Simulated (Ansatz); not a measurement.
## C₂H₈B₂OSi: nudged elastic band (part 2 of 2)

C₂H₈B₂OSi; RKS BLYP-D4/def2-SVP (Ansatz 0.2.0). The run did not end well. One setting was made poor on purpose. It belongs to a series of runs on one base structure; here: band between the two ends.

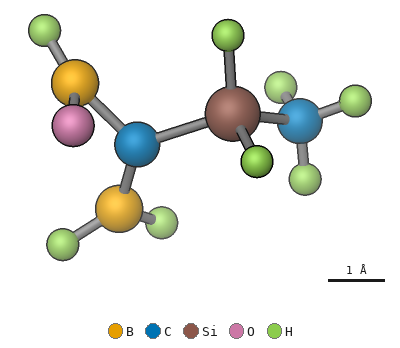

*The starting structure (ball-and-stick view, seen at a tilt).*

```
Unfinished report: {"positions_ang":[[-1.9571285028995904,-0.07094416774131382,-0.057198342685044756],[-0.5481241314110391,0.4435672336024228,-0.5645786876941536],[1.0133923566101692,0.46929934290120917,0.507410759717895],[1.2456142080065349,-1.301437294036562,1.150477284214507],[-0.4942850022770298,0.9332729039261516,-2.012974861263979],[-0.9290191349676792,1.9249419455050367,-1.2160755272767494],[-2.648439238486282,-0.7775752824449668,-0.7649659294538931],[-2.3780117302824513,0.23830660408337265,1.0380326309120411],[0.9033564721955762,1.4420105494364646,1.6464531914657676],[2.1675860091522536,0.8820363034109753,-0.3623118226192782],[1.2393761671667234,-2.0239682933438066,0.30930484188178164],[0.428174686432297,-1.5761688765439854,1.8482087489593948],[2.2067312724035846,-1.4109368737549075,1.6917667999311579],[-0.262224431643066,0.798496904999907,-3.1848480860894472]],"unchecked":["starts","cluster_reference","orbital_swaps","neighbouring_geometries","increment"],"mean_field":{"relativity":"none","state":{"energy":{"ev":-13471.100018860043,"hartree":-495.05379465355975},"converged":true,"gradient_ev":8.923290983699432e-6,"stability":{"kind":"minimum","curvature_ev":75.75818011343767},"curvature_floor_ev":0.00030000000000000003,"spin_squared":-2.4868995751603507e-14},"others":[],"fillings":{"estimated":0,"unestimated":0,"tried":0,"untried":0,"excluded_magnetic_sites":0},"n_dropped_functions":0,"n_trapped_functions":0,"passes":{"evaluations":3,"products":22},"factors":{"origin":"density fitting in generated functions","count":1427,"bound_ev":null},"gradient_stop_ev":0.00009,"reference_kind":"stationary","functional":{"name":"BLYP","citations":["Becke, Phys. Rev. A 38, 3098 (1988) doi:10.1103/PhysRevA.38.3098","Lee, Yang & Parr, Phys. Rev. B 37, 785 (1988) doi:10.1103/PhysRevB.37.785"],"text":"name \"BLYP\"\ncite \"Becke, Phys. Rev. A 38, 3098 (1988) doi:10.1103/PhysRevA.38.3098\"\ncite \"Lee, Yang & Parr, Phys. Rev. B 37, 785 (1988) doi:10.1103/PhysRevB.37.785\"\nparameter beta = 0.0042\nparameter a = 0.04918\nparameter b = 0.132\nparameter c = 0.2533\nparameter d = 0.349\nexchange = b88_x(beta = beta)\ncorrelation = lyp_c(a = a, b = b, c = c, d = d)\n","parameters":{"a":{"value":0.04918,"default":0.04918},"b":{"value":0.132,"default":0.132},"beta":{"value":0.0042,"default":0.0042},"c":{"value":0.2533,"default":0.2533},"d":{"value":0.349,"default":0.349}},"final_grid":{"core_spheres":13.0,"valence_spheres":11.0,"degree":36.0},"final_grid_parameter_source":"default","radial_points_factor":1.0,"radial_grid_error_ev":9.346635839739679e-7,"grid_sensitivity":"normal","grid_sensitivity_ratio":0.0018663373341989008},"unsmoothed_excess_ev":-0.00040021092268287544,"symmetry":{"irreps":["A"],"axes":[[0.9962148041626459,0.06252461429078353,0.06038821553059629],[-0.05352629050477892,0.9886211352622788,-0.14058160312615975],[-0.06849087670616442,0.13681711705964217,0.9882257213245914]],"occupied":[{"A":26},{"A":26}]},"density_repulsion":{"missed_ev":0.00007189858870208481,"excess_ev":0.00007189858870208481,"most_excess_ev":0.000676,"are_drawn_again":false,"n_first_factors":1427,"energy_change_ev":0.0,"n_dropped_ends":0},"direct_passes":"host"},"factors":{"origin":"density fitting in generated functions","count":1427,"bound_ev":null},"n_frozen":0,"n_occupied":[26,26],"n_virtual":[102,102],"reference":{"ev":-13471.100018860043,"hartree":-495.05379465355975},"dispersion":{"energy":{"ev":-0.6792088140892626,"hartree":-0.024960463533510866},"switches_in_reach":[]},"total":{"ev":-13471.779227674133,"hartree":-495.0787551170933},"forces_ev_per_angstrom":[[0.08187981053274626,0.015158502458096062,-0.06459163483672398],[-0.05151758859673674,-0.060709351453426735,0.04437649159045123],[0.019725284763768218,-0.0067256208830588525,-0.00853246160040698],[0.012347534558645592,-0.0037623259538298315,0.0048712062623447495],[-0.02442261386407473,0.04754489021832935,-0.03575193620384323],[-0.012127102727248557,-0.059448284838539305,-0.02445421991900073],[-0.028986076735052373,0.0214075311057055,0.010683360542068709],[0.024789717194418446,0.044188026268822185,0.02975477559577693],[-0.04463024963512137,-0.0105277027934236,-0.003727142052240072],[0.015690065985627975,0.006368139716974344,0.03160768953442832],[0.0169937887977729,-0.01110855193483611,0.00783003328661818],[0.0019273139626565915,-0.0079313205727806,0.0036588676492022073],[0.003723180467781553,-0.00046486331684107186,0.011851972436404005],[-0.015393064703502267,0.02601093198760324,-0.007577002286449121]],"charge_distribution":{"dipole_moment_e_ang":[0.17613944248185381,-0.3489709959793666,0.03451950112612136],"mulliken_charges_e":[0.06191121034269287,-0.023246187036028765,0.4304314509306515,-0.19411401185879384,-0.02604593400441857,-0.13473540738086065,-0.02752622076476885,-0.019391554708851455,-0.08144984550743639,-0.0999212352766854,0.038406365194807335,0.03816510757373304,0.0399938018344117,-0.002477539338474166],"lowdin_charges_e":[-0.017997631040524098,-0.034373934518994176,0.3917536095484131,-0.09741666176308428,-0.3661826259388157,0.28905833743563036,-0.018424840243528973,-0.021629724724777644,-0.07767330713579934,-0.07840881799854049,0.014582603937003169,0.014762856865110141,0.014680402954532212,-0.012730267376593218]},"n_threads":2,"memory_gib":2.556818182580173,"seconds":{"hamiltonian":1.178095354,"orbitals":0.0,"second_order":0.0,"solver_start":0.0,"cycles":0.0,"cycle":0.0,"perturbative":0.0,"full_ci_increment":0.0,"forces":0.0}}
this run last wrote the band of iteration 60 to [file]
Error: NEB band did not converge after 60 iterations: max|band force component| = 8.20e-2 eV/Å (threshold 3.0e-2); raise `neb.max_iterations` in a new run, which can start from the last band evaluated (`neb.initial_path`, with `crystal.atoms` and `neb.final_atoms` set to its first and last images), add images, or start from endpoints closer to local minima. Where this run's directory can be resumed (`checkpoint.write`), a resume goes on for up to `neb.max_iterations` more; to start a new run from the last band, take its images' positions from the `neb_iteration` event of iteration 60 (`data.images[].positions_ang`), in the event stream of the run that computed that iteration (not this run's, if it was resumed behind it). With `checkpoint.write`, `steps/00-neb/state/checkpoint.json` in the run directory holds the last saved band, under `neb.evaluated.images[].positions_ang` (a band under a hybrid functional on support functions is neither saved nor resumed: `neb.initial_path` says where its path is): check the last entry of `neb.iterations` there, which is earlier than 60 if that iteration was not saved or its write failed. If the band's step has no `state` directory and holds `state.next`, a write was cut short, and the file is under `state.next` instead (behind a loss of power it can be under `state.prev`)
this run wrote the band of iteration 60 to [file] as well, whether or not its events were kept: a new run's `neb.initial_path` can list its `images[].positions_ang`
a run's events are kept only if it was started with --events-out <file>, and are in that file
```

The last band as extended XYZ (Å, eV, eV/Å)
```
14
Properties=species:S:1:pos:R:3:forces:R:3 image=0 energy=-13472.38352
B    -1.9612    0.0688    0.0835    0.0021  -0.0004   0.0030
C    -0.6311    0.6904   -0.2780   -0.0003   0.0087   0.0029
Si    1.0646    0.3140    0.5018   -0.0006  -0.0010  -0.0011
C     1.2065   -1.5518    0.7943    0.0013   0.0016   0.0013
B    -0.5797    1.3378   -1.7165   -0.0005  -0.0030  -0.0081
O    -0.7135    2.2695   -0.7995   -0.0003  -0.0038   0.0065
H    -1.9777   -1.1053    0.3979    0.0000  -0.0025  -0.0014
H    -3.0006    0.6892    0.0207   -0.0026   0.0011  -0.0011
H     1.1947    1.0715    1.7911    0.0006   0.0006   0.0005
H     2.1438    0.7917   -0.4275    0.0012   0.0001  -0.0006
H     1.0723   -2.1132   -0.1520   -0.0004  -0.0007  -0.0014
H     0.4374   -1.8993    1.5122   -0.0016  -0.0005   0.0009
H     2.2051   -1.8030    1.2063    0.0001  -0.0006   0.0001
H    -0.4736    1.2105   -2.9056    0.0009   0.0004  -0.0016
14
Properties=species:S:1:pos:R:3:forces:R:3 image=1 energy=-13472.31817
B    -1.9539    0.0179    0.0543    0.0117   0.0021  -0.0015
C    -0.6378    0.6155   -0.4010   -0.0128   0.0037   0.0086
Si    1.0377    0.3240    0.4638    0.0013  -0.0111  -0.0096
C     1.2244   -1.5075    0.8984   -0.0005  -0.0124  -0.0048
B    -0.5653    1.2978   -1.8033   -0.0074   0.0295   0.0078
O    -0.7172    2.2288   -0.8799    0.0028   0.0118   0.0170
H    -2.0537   -1.1926    0.0905    0.0840  -0.0258   0.1511
H    -2.8998    0.7026    0.3733   -0.0734   0.0242  -0.1448
H     1.0708    1.1723    1.7023    0.0000  -0.0107  -0.0116
H     2.1403    0.7872   -0.4434    0.0007  -0.0182  -0.0112
H     1.1447   -2.1390   -0.0088    0.0030  -0.0194   0.0000
H     0.4361   -1.8245    1.6100    0.0005  -0.0103  -0.0033
H     2.2113   -1.6966    1.3676   -0.0005  -0.0037  -0.0039
H    -0.4504    1.1850   -2.9952   -0.0095   0.0404   0.0061
14
Properties=species:S:1:pos:R:3:forces:R:3 image=2 energy=-13472.12441
B    -1.9501   -0.0238    0.0215    0.0489   0.0079  -0.0137
C    -0.6297    0.5553   -0.4965   -0.0607  -0.0077   0.0142
Si    1.0146    0.3545    0.4602   -0.0066  -0.0265  -0.0242
C     1.2313   -1.4469    0.9934    0.0003  -0.0230  -0.0050
B    -0.5385    1.2103   -1.8891   -0.0079   0.0798   0.0001
O    -0.7364    2.1626   -0.9811    0.0532   0.0251   0.0207
H    -2.2299   -1.1780   -0.2302    0.1662  -0.1486   0.2277
H    -2.7187    0.6306    0.6897   -0.1315   0.1283  -0.1802
H     0.9807    1.2624    1.6570   -0.0337  -0.0242  -0.0312
H     2.1366    0.8058   -0.4289   -0.0100  -0.0252  -0.0136
H     1.1820   -2.1216    0.1159    0.0081  -0.0368   0.0048
H     0.4343   -1.7443    1.7044    0.0007  -0.0205  -0.0019
H     2.2103   -1.5959    1.4926   -0.0015  -0.0009  -0.0034
H    -0.3995    1.0999   -3.0801   -0.0255   0.0721   0.0058
14
Properties=species:S:1:pos:R:3:forces:R:3 image=3 energy=-13471.87997
B    -1.9544   -0.0531   -0.0195    0.0775   0.0056  -0.0410
C    -0.5925    0.5019   -0.5466   -0.0808  -0.0301   0.0416
Si    1.0099    0.4070    0.4830   -0.0031  -0.0254  -0.0226
C     1.2388   -1.3762    1.0780    0.0064  -0.0190   0.0006
B    -0.5146    1.0786   -1.9597   -0.0148   0.1091  -0.0298
O    -0.8092    2.0614   -1.0952    0.0755   0.0009  -0.0018
H    -2.4563   -1.0330   -0.5312    0.1003  -0.1903   0.1419
H    -2.5310    0.4730    0.9075   -0.0793   0.1742  -0.0827
H     0.9332    1.3518    1.6491   -0.0516  -0.0254  -0.0257
H     2.1486    0.8408   -0.3952   -0.0071  -0.0146   0.0041
H     1.2119   -2.0770    0.2197    0.0133  -0.0319   0.0083
H     0.4322   -1.6613    1.7839    0.0021  -0.0208   0.0038
H     2.2089   -1.5038    1.5995    0.0005  -0.0012   0.0040
H    -0.3386    0.9608   -3.1448   -0.0389   0.0687  -0.0009
14
Properties=species:S:1:pos:R:3:forces:R:3 image=4 energy=-13471.77883
B    -1.9571   -0.0709   -0.0572    0.0819   0.0152  -0.0646
C    -0.5481    0.4436   -0.5646   -0.0515  -0.0607   0.0444
Si    1.0134    0.4693    0.5074    0.0197  -0.0067  -0.0085
C     1.2456   -1.3014    1.1505    0.0123  -0.0038   0.0049
B    -0.4943    0.9333   -2.0130   -0.0244   0.0475  -0.0358
O    -0.9290    1.9249   -1.2161   -0.0121  -0.0594  -0.0245
H    -2.6484   -0.7776   -0.7650   -0.0290   0.0214   0.0107
H    -2.3780    0.2383    1.0380    0.0248   0.0442   0.0298
H     0.9034    1.4420    1.6465   -0.0446  -0.0105  -0.0037
H     2.1676    0.8820   -0.3623    0.0157   0.0064   0.0316
H     1.2394   -2.0240    0.3093    0.0170  -0.0111   0.0078
H     0.4282   -1.5762    1.8482    0.0019  -0.0079   0.0037
H     2.2067   -1.4109    1.6918    0.0037  -0.0005   0.0119
H    -0.2622    0.7985   -3.1848   -0.0154   0.0260  -0.0076
14
Properties=species:S:1:pos:R:3:forces:R:3 image=5 energy=-13471.86518
B    -1.9632   -0.0984   -0.0696    0.0554   0.0221  -0.0235
C    -0.5676    0.4402   -0.5624   -0.0478  -0.0348   0.0029
Si    0.9880    0.5296    0.5158    0.0110   0.0123   0.0035
C     1.2389   -1.2223    1.2090    0.0029   0.0102   0.0013
B    -0.4566    0.8149   -2.0601    0.0038  -0.0239  -0.0179
O    -0.9433    1.8369   -1.3585   -0.0223  -0.0406  -0.0427
H    -2.7818   -0.4899   -0.8760   -0.0994   0.1942  -0.0318
H    -2.2592   -0.1277    1.1060    0.0909  -0.1514   0.0878
H     0.8745    1.5318    1.6281   -0.0352   0.0018   0.0035
H     2.1475    0.9187   -0.3593    0.0064   0.0203   0.0278
H     1.2565   -1.9704    0.3904    0.0098   0.0050   0.0015
H     0.4198   -1.4929    1.9060   -0.0044   0.0030  -0.0019
H     2.1969   -1.2982    1.7624   -0.0031   0.0124   0.0069
H    -0.1635    0.5987   -3.2031    0.0320  -0.0305  -0.0176
14
Properties=species:S:1:pos:R:3:forces:R:3 image=6 energy=-13472.08878
B    -1.9696   -0.1259   -0.0933    0.0368   0.0207   0.0006
C    -0.6174    0.4748   -0.5451   -0.0658   0.0152   0.0145
Si    0.9543    0.5810    0.5192   -0.0067   0.0188   0.0064
C     1.2288   -1.1446    1.2664   -0.0058   0.0178  -0.0029
B    -0.4247    0.7143   -2.0898    0.0133  -0.0323  -0.0077
O    -0.8928    1.7888   -1.4897    0.0309  -0.0095  -0.0621
H    -2.8872   -0.2215   -0.8805   -0.1112   0.2680   0.0366
H    -2.1397   -0.5269    1.0381    0.1188  -0.2857  -0.0009
H     0.8486    1.6187    1.5986   -0.0216   0.0106   0.0071
H     2.1105    0.9453   -0.3719   -0.0139   0.0248   0.0117
H     1.2667   -1.9195    0.4738   -0.0002   0.0145  -0.0043
H     0.4119   -1.4096    1.9672   -0.0093   0.0080  -0.0050
H     2.1863   -1.1818    1.8255   -0.0086   0.0207  -0.0009
H    -0.0887    0.3778   -3.1899    0.0432  -0.0915   0.0068
14
Properties=species:S:1:pos:R:3:forces:R:3 image=7 energy=-13472.30738
B    -1.9705   -0.1492   -0.1423    0.0173   0.0113  -0.0028
C    -0.6497    0.4962   -0.5379   -0.0286   0.0119   0.0081
Si    0.9321    0.6132    0.5155   -0.0041   0.0100   0.0036
C     1.2192   -1.0727    1.3369   -0.0043   0.0116  -0.0013
B    -0.4108    0.6309   -2.1014    0.0051  -0.0207   0.0038
O    -0.8258    1.7602   -1.5789    0.0275  -0.0004  -0.0294
H    -2.9739    0.0250   -0.7996   -0.0571   0.1578   0.0770
H    -2.0199   -0.8916    0.8167    0.0722  -0.1691  -0.0804
H     0.8205    1.6994    1.5453   -0.0144   0.0082   0.0026
H     2.0838    0.9481   -0.3914   -0.0096   0.0184   0.0041
H     1.2702   -1.8806    0.5790   -0.0037   0.0112  -0.0037
H     0.4026   -1.3172    2.0448   -0.0079   0.0076  -0.0035
H     2.1755   -1.0702    1.8992   -0.0064   0.0106   0.0004
H    -0.0662    0.1795   -3.1575    0.0141  -0.0684   0.0214
14
Properties=species:S:1:pos:R:3:forces:R:3 image=8 energy=-13472.38344
B    -1.9606    0.0748    0.0872   -0.0105  -0.0018  -0.0105
C    -0.6292    0.6946   -0.2730   -0.0037  -0.0023  -0.0077
Si    1.0665    0.3169    0.5059   -0.0038   0.0052   0.0030
C     1.2081   -1.5497    0.7923   -0.0004  -0.0074   0.0011
B    -0.5837    1.3262   -1.7196    0.0026  -0.0011   0.0071
O    -0.7104    2.2654   -0.8090    0.0006   0.0064   0.0012
H    -3.0004    0.6944    0.0140    0.0092  -0.0045   0.0046
H    -1.9791   -1.0988    0.4043    0.0023   0.0035   0.0052
H     1.1951    1.0695    1.7985    0.0014  -0.0009  -0.0019
H     2.1463    0.7990   -0.4205   -0.0001  -0.0017  -0.0018
H     1.0765   -2.1081   -0.1564   -0.0001   0.0024   0.0024
H     0.4370   -1.9000    1.5069    0.0011   0.0019  -0.0023
H     2.2054   -1.8028    1.2063    0.0004   0.0007  -0.0002
H    -0.4844    1.1895   -2.9082    0.0010  -0.0004  -0.0002
```

The run was set up as follows.

The input
```yaml
crystal:
  periodic: [false, false, false]
  atoms:
    - { symbol: B, position_ang: [-1.961247, 0.068831, 0.083508] }
    - { symbol: C, position_ang: [-0.631129, 0.690397, -0.27797] }
    - { symbol: Si, position_ang: [1.064582, 0.313995, 0.501848] }
    - { symbol: C, position_ang: [1.206491, -1.55178, 0.794298] }
    - { symbol: B, position_ang: [-0.579669, 1.337807, -1.716509] }
    - { symbol: O, position_ang: [-0.713542, 2.269541, -0.799529] }
    - { symbol: H, position_ang: [-1.977662, -1.105275, 0.39788] }
    - { symbol: H, position_ang: [-3.000565, 0.689214, 0.020701] }
    - { symbol: H, position_ang: [1.194685, 1.071522, 1.791142] }
    - { symbol: H, position_ang: [2.143802, 0.791698, -0.427521] }
    - { symbol: H, position_ang: [1.072293, -2.11321, -0.152043] }
    - { symbol: H, position_ang: [0.437434, -1.899301, 1.512193] }
    - { symbol: H, position_ang: [2.205124, -1.803021, 1.206258] }
    - { symbol: H, position_ang: [-0.473598, 1.210483, -2.905555] }
basis:
  gaussian: { orbitals: def2-SVP }
hamiltonian:
  xc: blyp
  dispersion: d4
neb:
  order_check: false
  images: 7
  f_tol: 0.03
  max_iterations: 60
  initial_path: idpp
  max_displacement: 0.02
  optimiser: lbfgs
  final_atoms:
    - { symbol: B, position_ang: [-1.96065134, 0.07466051, 0.08601178] }
    - { symbol: C, position_ang: [-0.62899418, 0.69497724, -0.27242469] }
    - { symbol: Si, position_ang: [1.06616233, 0.31615958, 0.5070943] }
    - { symbol: C, position_ang: [1.20753943, -1.55084055, 0.79084841] }
    - { symbol: B, position_ang: [-0.58253792, 1.32865741, -1.71810156] }
    - { symbol: O, position_ang: [-0.70987399, 2.26657976, -0.80620599] }
    - { symbol: H, position_ang: [-3.00044289, 0.69442701, 0.01307303] }
    - { symbol: H, position_ang: [-1.97937988, -1.09930146, 0.4014105] }
    - { symbol: H, position_ang: [1.19397072, 1.0669126, 1.80084505] }
    - { symbol: H, position_ang: [2.14653488, 0.79958342, -0.41795896] }
    - { symbol: H, position_ang: [1.07660846, -2.10790292, -0.15871881] }
    - { symbol: H, position_ang: [0.43596357, -1.90210841, 1.50444422] }
    - { symbol: H, position_ang: [2.20458541, -1.80452147, 1.20517516] }
    - { symbol: H, position_ang: [-0.48248561, 1.19361828, -2.90679143] }
```

Run as:
```bash
ansatz run input.yaml --threads 2 --pin off --max-ram 3072MiB --backend cpu --events-out ev --progress --plain --runs-dir out
```

Outcome

```csv
quantity,value
outcome,not converged
"barrier, forward (band not converged)",0.605 eV
"barrier, backward",0.605 eV
hardware,"2 threads of Intel Xeon (Granite Rapids), 16 GiB of memory available, shared host"
wall time,8.3 min (CPU time 16 min)
peak memory,0.19 GiB
```

What went wrong

The run did not converge: “NEB band did not converge after 60 iterations: max|band force component| = 8.20e-2 eV/Å (threshold 3.0e-2); raise `neb.max_iterations` in a new run, which can start from the last band evaluated (`neb.initial_path`, with `crystal.atoms` and `neb.final_atoms` set to its first and last images), add images, or start from endpoints closer to local minima …” Its last values are not results. A deliberately poor setting: step length.
